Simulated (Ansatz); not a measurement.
# A ladder of methods for Si2H5 (SMILES [SiH2][SiH3])

The species is Si2H5 (7 atoms), meant as a doublet with charge 0. SMILES: `[SiH2][SiH3]`. Geometry: relaxed at PBE0-D4/def2-TZVP.

| atom | x (Å) | y (Å) | z (Å) |
| --- | --- | --- | --- |
| Si | -0.2096 | -1.3612 | -0.1911 |
| Si | 0.3579 | 0.8892 | -0.0620 |
| H | -0.0026 | -2.1239 | 1.0703 |
| H | -1.5736 | -1.6246 | -0.7256 |
| H | 0.2100 | 1.5028 | -1.4080 |
| H | -0.4958 | 1.6431 | 0.8986 |
| H | 1.7749 | 1.0068 | 0.3722 |

Each level gives the energy change with the Si1–H4 bond stretched from 1.488 to 2.233 Å (eV). The values are calculated.

| level | kind | program | value (eV) | less FCI/STO-3G | CPU time (all runs) |
| --- | --- | --- | --- | --- | --- |
| UHF/STO-3G | Hartree–Fock | Ansatz | 3.37 | +0.55 | 0.38 s |
| USVWN5/STO-3G | LDA | Ansatz | 2.90 | +0.08 | 3 s |
| U-r2SCAN/STO-3G | meta-GGA | Ansatz | 3.01 | +0.19 | 14 s |
| UB3LYP/STO-3G | global hybrid | Ansatz | 2.98 | +0.16 | 6.3 s |
| U-wB97M-V/STO-3G | range-separated hybrid | Ansatz | 3.20 | +0.38 | 76 s |
| U-wB97X/STO-3G | range-separated hybrid | Ansatz | 3.33 | +0.51 | 29 s |
| UB2PLYP/STO-3G | double hybrid | Ansatz | 3.22 | +0.40 | 6.4 s |
| UMP2/STO-3G | perturbation theory | Ansatz | 3.50 | +0.68 | 0.39 s |
| UCCSDT(Q)/STO-3G | coupled cluster or CI | Ansatz | 2.82 | 0.00 | 2.6 s |
| FCI/STO-3G | exact in the basis | Ansatz | 2.82 | 0.00 | 56 s |

FCI/STO-3G is exact within its basis and frozen core, so for wave-function methods in that basis the difference is their error; functionals converge differently with the basis, so for them it is only a difference. The first shape isn't each level's own minimum. The values span 2.82 to 3.50 eV. Spin contamination of the reference (⟨S²⟩ at least 0.1 too high) touches UHF/STO-3G, UB2PLYP/STO-3G, UMP2/STO-3G, UCCSDT(Q)/STO-3G. All rows use very small basis sets, so none should be taken for the real molecule's value. Times are those of the runs behind each value, whatever else they computed, on shared processors of several kinds: orders of magnitude only.

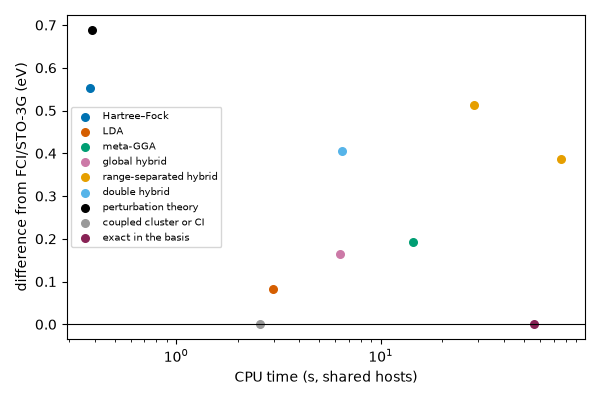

Difference from FCI/STO-3G against processor time, one point a level.
